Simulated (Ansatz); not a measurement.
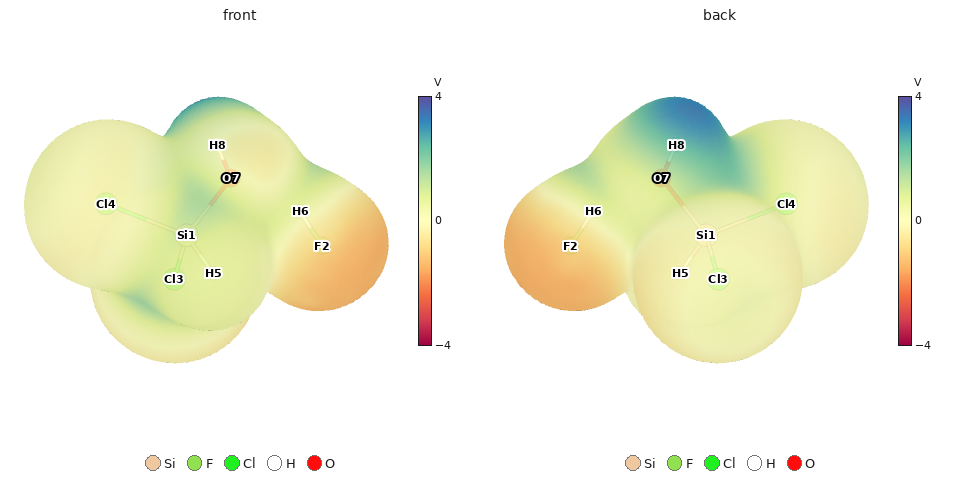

Cl₂H₂OSi···HF. The electrostatic potential painted on the density surface at 0.002 e/bohr³, seen from the front and from behind; the colour scale runs from red (negative) to blue (positive).

Method: RKS B3LYP-D4/def2-SVP in Ansatz 0.2.0.

```yaml
atoms:
  - { symbol: Si, position_ang: [-0.5534, 0.6169, 0.0554] }
  - { symbol: F, position_ang: [0.1610, -2.4094, -0.2479] }
  - { symbol: Cl, position_ang: [-0.8432, 0.7385, -1.9747] }
  - { symbol: Cl, position_ang: [-0.6156, 2.5275, 0.8330] }
  - { symbol: H, position_ang: [-1.5555, -0.2412, 0.6947] }
  - { symbol: H, position_ang: [0.7221, -1.7155, 0.0432] }
  - { symbol: O, position_ang: [0.9513, -0.0279, 0.3881] }
  - { symbol: H, position_ang: [1.7332, 0.5112, 0.2081] }
```

Where is the surface potential most negative and most positive?

The most negative region (about −1.5 V) lies over F2, the most positive (about +3.3 V) over H8.
